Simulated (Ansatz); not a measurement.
**C10H4Cl3F17Si: geometry relaxation (part 1 of 2)**

The run: geometry relaxation of C10H4Cl3F17Si, SMILES FC(F)(F)C(F)(F)C(F)(F)C(F)(F)C(F)(F)C(F)(F)C(F)(F)C(F)(F)CC[Si](Cl)(Cl)Cl. Method and program: RKS PBE-D4/def2-SVP (Ansatz 0.2.0).

The geometry: GFN2-xTB start.

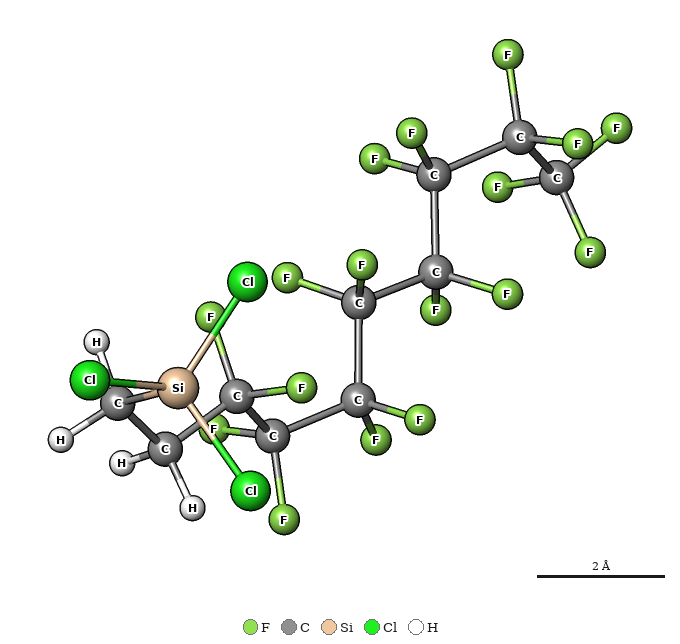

Figure 1. The input geometry (ball-and-stick view, seen at a tilt). Bond lengths as drawn: Cl–Si 2.01 to 2.02 Å, C–C 1.52 to 1.56 Å, C–F 1.32 to 1.35 Å, C–H 1.09 Å and C–Si 1.92 Å.

The input
```yaml
crystal:
  periodic: [false, false, false]
  atoms:
    - {symbol: F, position_ang: [6.465500, 2.211710, -0.320100]}
    - {symbol: C, position_ang: [5.390160, 1.448600, -0.190310]}
    - {symbol: F, position_ang: [5.651790, 0.268430, -0.738410]}
    - {symbol: F, position_ang: [5.165470, 1.268660, 1.105550]}
    - {symbol: C, position_ang: [4.169300, 2.142670, -0.872580]}
    - {symbol: F, position_ang: [3.802870, 3.195310, -0.124720]}
    - {symbol: F, position_ang: [4.575440, 2.624360, -2.059590]}
    - {symbol: C, position_ang: [2.930900, 1.226190, -1.134440]}
    - {symbol: F, position_ang: [1.989940, 1.976690, -1.724140]}
    - {symbol: F, position_ang: [3.281450, 0.271460, -2.011450]}
    - {symbol: C, position_ang: [2.365190, 0.533690, 0.148350]}
    - {symbol: F, position_ang: [2.340990, 1.395860, 1.174720]}
    - {symbol: F, position_ang: [3.213780, -0.455230, 0.473160]}
    - {symbol: C, position_ang: [0.928930, -0.040780, -0.074860]}
    - {symbol: F, position_ang: [0.949800, -0.864960, -1.132940]}
    - {symbol: F, position_ang: [0.106360, 0.978560, -0.362860]}
    - {symbol: C, position_ang: [0.370200, -0.779350, 1.182730]}
    - {symbol: F, position_ang: [1.316710, -1.578850, 1.704390]}
    - {symbol: F, position_ang: [0.077470, 0.137310, 2.118250]}
    - {symbol: C, position_ang: [-0.888370, -1.663530, 0.908380]}
    - {symbol: F, position_ang: [-0.523360, -2.714390, 0.148870]}
    - {symbol: F, position_ang: [-1.271780, -2.171360, 2.098100]}
    - {symbol: C, position_ang: [-2.108960, -0.957190, 0.244610]}
    - {symbol: F, position_ang: [-2.279710, 0.240210, 0.851220]}
    - {symbol: F, position_ang: [-1.777460, -0.681580, -1.039370]}
    - {symbol: C, position_ang: [-3.360890, -1.819700, 0.319550]}
    - {symbol: C, position_ang: [-4.493980, -1.283460, -0.559730]}
    - {symbol: Si, position_ang: [-5.320850, 0.352910, 0.024490]}
    - {symbol: Cl, position_ang: [-7.203960, 0.335560, -0.705190]}
    - {symbol: Cl, position_ang: [-5.381270, 0.344150, 2.042110]}
    - {symbol: Cl, position_ang: [-4.359440, 1.974740, -0.670700]}
    - {symbol: H, position_ang: [-3.079780, -2.822520, -0.010590]}
    - {symbol: H, position_ang: [-3.666700, -1.866170, 1.366290]}
    - {symbol: H, position_ang: [-5.256350, -2.062270, -0.601040]}
    - {symbol: H, position_ang: [-4.119380, -1.165730, -1.577780]}
basis:
  gaussian: {orbitals: def2-SVP, fitting: {mean_field: def2-universal-jkfit}}
hamiltonian: {xc: pbe, dispersion: d4}
scf: {lower_state_search: "off"}
output: {orbitals: {seedname: orbitals}}
relax: {f_tol: 0.03, max_steps: 70}
```

Run on 2 CPU threads, shared host.

Run as:
```bash
ansatz run in.yaml --threads 2 --pin off --events-out ev --progress --plain --max-ram 22528MiB --backend cuda --devices 0, --max-vram 18GiB
```

Output
```
Functional definition: PBE
  name "PBE"
  cite "Perdew, Burke & Ernzerhof, Phys. Rev. Lett. 77, 3865 (1996) doi:10.1103/PhysRevLett.77.3865"
  parent pbe
  parameter kappa = 0.804
  parameter beta = 0.06672455060314922
  exchange = pbe_x(kappa = kappa, mu = beta*pi^2/3)
  correlation = pbe_c(beta = beta)
these checks for a lower state are left out or cut short: stability, starts, cluster_reference, orbital_swaps, neighbouring_geometries, increment
2643 factors; integrals over basis functions are off by at most 2.0e-1 eV
mean field evaluation 1: about -101924.3689 eV, gradient 9.0e1 eV
mean field evaluation 2: about -101900.0894 eV, gradient 1.4e2 eV
mean field evaluation 4: about -101938.8865 eV, gradient 7.1e0 eV
mean field evaluation 8: about -101938.9726 eV, gradient 5.9e-1 eV
mean field evaluation 16: about -101938.9732 eV, gradient 2.1e-4 eV
mean field -101938.97316346 eV, -3746.1881670394 hartree, gradient 2.2e-6 eV, S^2 0.000000; 0 other end points of the search recorded, 0 dependent functions left out
the calculation of the forces begins
reference -101938.97320734 eV, -3746.1881686518 hartree; 141, 141 occupied and 329, 329 virtual orbitals, 2643 factors
relax step   1: F+E_penalty+E_count = -101940.42757106 eV  Δ(F+E_penalty+E_count) = +0.000e0 eV  max|allowed force component| = 1.621e0 eV/Å  Δτ_max = 0.0000 Å  (19 SCF iters, accepted)
these checks for a lower state are left out or cut short: stability, starts, cluster_reference, orbital_swaps, neighbouring_geometries, increment
2643 factors; integrals over basis functions are off by at most 2.1e-1 eV
mean field -101939.27350491 eV, -3746.1992043841 hartree, gradient 2.7e-6 eV, S^2 0.000000; 0 other end points of the search recorded, 0 dependent functions left out
the calculation of the forces begins
reference -101939.27354937 eV, -3746.1992060180 hartree; 141, 141 occupied and 329, 329 virtual orbitals, 2643 factors
relax step   2: F+E_penalty+E_count = -101940.70295503 eV  Δ(F+E_penalty+E_count) = -2.754e-1 eV  max|allowed force component| = 3.007e-1 eV/Å  Δτ_max = 0.1378 Å  (19 SCF iters, accepted)
these checks for a lower state are left out or cut short: stability, starts, cluster_reference, orbital_swaps, neighbouring_geometries, increment
2643 factors; integrals over basis functions are off by at most 2.1e-1 eV
mean field evaluation 32: about -101939.3073 eV, gradient 5.0e-5 eV
mean field -101939.30729675 eV, -3746.2004462112 hartree, gradient 2.9e-6 eV, S^2 0.000000; 0 other end points of the search recorded, 0 dependent functions left out
the calculation of the forces begins
reference -101939.30734109 eV, -3746.2004478409 hartree; 141, 141 occupied and 329, 329 virtual orbitals, 2643 factors
relax step   3: F+E_penalty+E_count = -101940.73652152 eV  Δ(F+E_penalty+E_count) = -3.357e-2 eV  max|allowed force component| = 1.206e-1 eV/Å  Δτ_max = 0.0605 Å  (18 SCF iters, accepted)
these checks for a lower state are left out or cut short: stability, starts, cluster_reference, orbital_swaps, neighbouring_geometries, increment
2643 factors; integrals over basis functions are off by at most 2.1e-1 eV
mean field -101939.31471041 eV, -3746.2007186585 hartree, gradient 2.4e-6 eV, S^2 0.000000; 0 other end points of the search recorded, 0 dependent functions left out
the calculation of the forces begins
reference -101939.31475478 eV, -3746.2007202890 hartree; 141, 141 occupied and 329, 329 virtual orbitals, 2643 factors
relax step   4: F+E_penalty+E_count = -101940.74139558 eV  Δ(F+E_penalty+E_count) = -4.874e-3 eV  max|allowed force component| = 3.471e-2 eV/Å  Δτ_max = 0.0369 Å  (19 SCF iters, accepted)
these checks for a lower state are left out or cut short: stability, starts, cluster_reference, orbital_swaps, neighbouring_geometries, increment
2643 factors; integrals over basis functions are off by at most 2.1e-1 eV
mean field -101939.31712118 eV, -3746.2008072524 hartree, gradient 2.4e-6 eV, S^2 0.000000; 0 other end points of the search recorded, 0 dependent functions left out
the calculation of the forces begins
reference -101939.31716553 eV, -3746.2008088823 hartree; 141, 141 occupied and 329, 329 virtual orbitals, 2643 factors
relax step   5: F+E_penalty+E_count = -101940.74354054 eV  Δ(F+E_penalty+E_count) = -2.145e-3 eV  max|allowed force component| = 2.574e-2 eV/Å  Δτ_max = 0.0188 Å  (19 SCF iters, accepted)
these checks for a lower state are left out or cut short: stability, starts, cluster_reference, orbital_swaps, neighbouring_geometries, increment
2643 factors; integrals over basis functions are off by at most 2.1e-1 eV
mean field -101939.31855917 eV, -3746.2008600975 hartree, gradient 2.6e-6 eV, S^2 0.000000; 0 other end points of the search recorded, 0 dependent functions left out
the calculation of the forces begins
reference -101939.31860350 eV, -3746.2008617269 hartree; 141, 141 occupied and 329, 329 virtual orbitals, 2643 factors
relax step   6: F+E_penalty+E_count = -101940.74476178 eV  Δ(F+E_penalty+E_count) = -1.221e-3 eV  max|allowed force component| = 1.912e-2 eV/Å  Δτ_max = 0.0323 Å  (18 SCF iters, accepted)
```

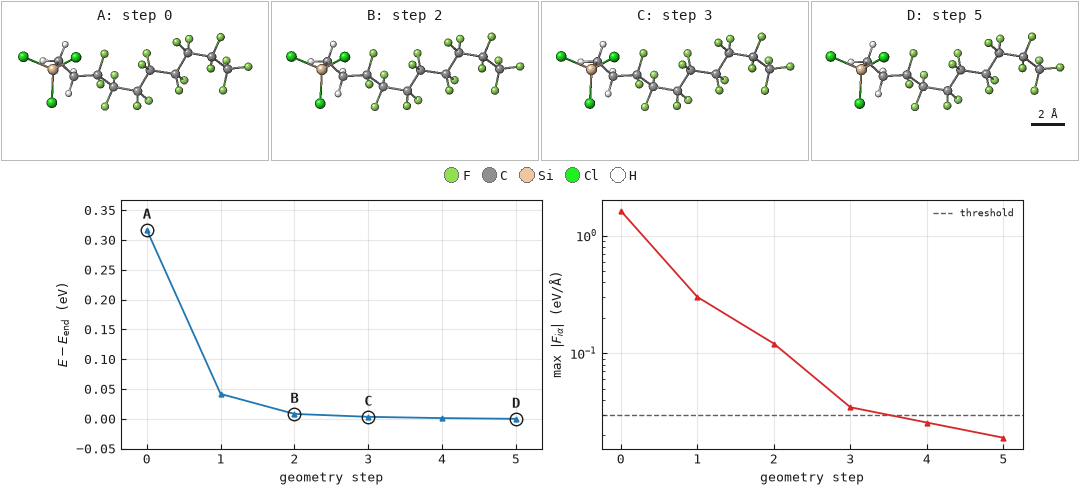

Figure 2. Frames of the relaxation (ball-and-stick view, seen at a tilt) above the curves, on which the letters mark them (the first geometry is step 0 here and step 1 in the log).

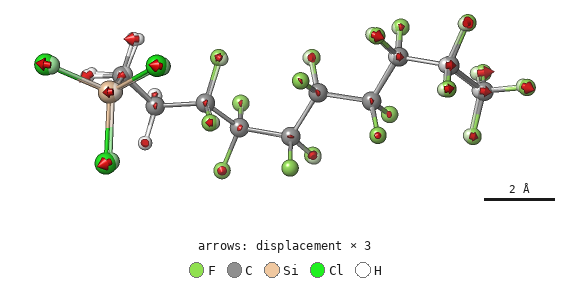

Figure 3. Start (faint) and end (solid) with the displacements as red arrows, magnified 3 times (ball-and-stick view, seen at a tilt). The two geometries are laid on each other by the best rigid fit. Over 5 geometry steps the energy falls by 0.317 eV. Largest force component: 1.6 eV/Å at the start, 0.019 eV/Å at the end. F3 moves most after the best rigid fit: 0.17 Å. By element the largest moves are F 0.17 Å, Cl 0.16 Å, H 0.16 Å, C 0.12 Å, Si 0.11 Å. Distances before and after: Si28–Cl31 2.009 → 2.062 Å, Si28–Cl29 2.020 → 2.071 Å, C27–Si28 1.924 → 1.883 Å, F1–C2 1.325 → 1.342 Å. Among the angles that change: Si28–C27–H34 108.6° → 104.2°, Si28–C27–H35 109.8° → 107.2°, C26–C27–Si28 116.2° → 118.8°. (Atoms are counted from 1 in the order of the input.)

```
Total energy: -101940.74480612 eV, -3746.2532737064 hartree
Atom 0 at     6.551696     2.315476    -0.275918 Å, force    -0.010705    -0.004575     0.007311 eV/Å
Atom 1 at     5.503276     1.484629    -0.173311 Å, force     0.012576    -0.010561     0.014223 eV/Å
Atom 2 at     5.814840     0.318076    -0.759200 Å, force    -0.002848     0.009247    -0.002469 eV/Å
Atom 3 at     5.248799     1.272577     1.128006 Å, force     0.007631     0.003871    -0.010262 eV/Å
Atom 4 at     4.272945     2.141946    -0.870874 Å, force     0.000830    -0.000427    -0.002610 eV/Å
Atom 5 at     3.901896     3.218879    -0.142511 Å, force     0.001231     0.006270    -0.003525 eV/Å
Atom 6 at     4.679942     2.557136    -2.095979 Å, force     0.001333    -0.000341    -0.000167 eV/Å
Atom 7 at     3.008247     1.242793    -1.126036 Å, force    -0.007307     0.012065     0.005130 eV/Å
Atom 8 at     2.084771     2.065091    -1.679861 Å, force     0.002822    -0.007220     0.000932 eV/Å
Atom 9 at     3.340802     0.288428    -2.023854 Å, force    -0.000148    -0.004088    -0.006637 eV/Å
Atom 10 at     2.404133     0.541660     0.140030 Å, force     0.004104     0.005028     0.001520 eV/Å
Atom 11 at     2.341683     1.428168     1.161686 Å, force    -0.000706    -0.000505    -0.003748 eV/Å
Atom 12 at     3.248959    -0.466260     0.469732 Å, force    -0.002718    -0.002415    -0.004662 eV/Å
Atom 13 at     0.966879    -0.041958    -0.091737 Å, force    -0.001324    -0.003203    -0.002166 eV/Å
Atom 14 at     1.024161    -0.898709    -1.140246 Å, force    -0.000029     0.004845     0.005857 eV/Å
Atom 15 at     0.132606     0.983055    -0.383115 Å, force     0.006906    -0.001119    -0.004000 eV/Å
Atom 16 at     0.374648    -0.784746     1.155063 Å, force    -0.004379    -0.011563    -0.007098 eV/Å
Atom 17 at     1.297965    -1.649225     1.647175 Å, force    -0.001576     0.002691     0.000809 eV/Å
Atom 18 at     0.090520     0.133983     2.103522 Å, force     0.000415     0.002291     0.005794 eV/Å
Atom 19 at    -0.912767    -1.653481     0.894811 Å, force     0.007856     0.000238     0.019030 eV/Å
Atom 20 at    -0.561444    -2.726497     0.142548 Å, force     0.001783    -0.003498    -0.001268 eV/Å
Atom 21 at    -1.292738    -2.100059     2.125416 Å, force    -0.000110    -0.001171    -0.007651 eV/Å
Atom 22 at    -2.147357    -0.975032     0.232885 Å, force    -0.002833     0.019115    -0.003597 eV/Å
Atom 23 at    -2.354024     0.228445     0.852928 Å, force     0.000342    -0.006859    -0.005125 eV/Å
Atom 24 at    -1.832103    -0.721329    -1.074686 Å, force    -0.007254    -0.004981     0.003274 eV/Å
Atom 25 at    -3.397257    -1.836869     0.315670 Å, force    -0.002611     0.001688     0.005031 eV/Å
Atom 26 at    -4.569260    -1.298329    -0.513580 Å, force     0.004660    -0.017302    -0.012686 eV/Å
Atom 27 at    -5.412317     0.294272     0.033826 Å, force    -0.003141     0.004129    -0.003053 eV/Å
Atom 28 at    -7.338778     0.261869    -0.726586 Å, force    -0.006040    -0.002244     0.000932 eV/Å
Atom 29 at    -5.526203     0.372315     2.097919 Å, force     0.000086     0.000601     0.009335 eV/Å
Atom 30 at    -4.497976     1.997897    -0.682832 Å, force     0.003214     0.002706     0.001014 eV/Å
Atom 31 at    -3.119823    -2.849631    -0.040522 Å, force     0.000709    -0.001934    -0.000371 eV/Å
Atom 32 at    -3.668509    -1.927481     1.385492 Å, force    -0.002114     0.002715     0.000909 eV/Å
Atom 33 at    -5.384218    -2.052100    -0.510419 Å, force    -0.004512     0.002254     0.001024 eV/Å
Atom 34 at    -4.273985    -1.164989    -1.575474 Å, force     0.003856     0.004255    -0.001031 eV/Å
Dipole moment:    -0.146694    -0.492242    -0.093148 e Å
Checks for a lower state left out: stability, starts, cluster_reference, orbital_swaps, neighbouring_geometries, increment
```
